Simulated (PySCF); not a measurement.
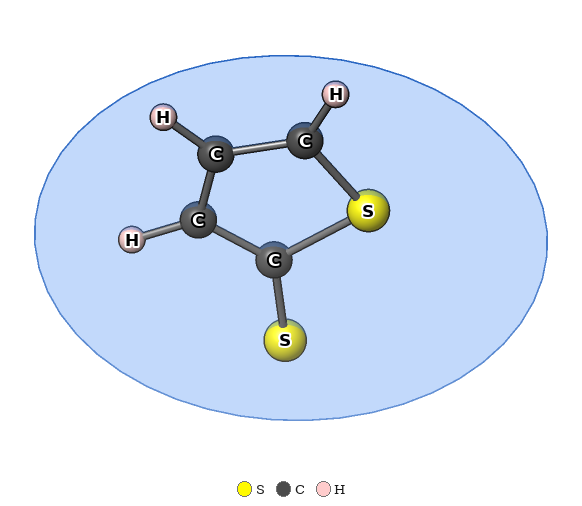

All proper rotation axes (lines) and mirror planes (discs) of the structure are drawn in. Depth is shown by fading: the farther an atom, the more it takes the colour of the background. The species has charge −1 and is a spin singlet. The geometry was computed by an optimisation with PBE0-D3(BJ)/def2-SVP. No frequency run is at hand to confirm it as a minimum.

Q: Name the symmetry elements and the point group.

A: It has 1 mirror plane. Point group Cs. The group has 2 operations. The geometry is achiral, and symmetry allows a dipole moment.
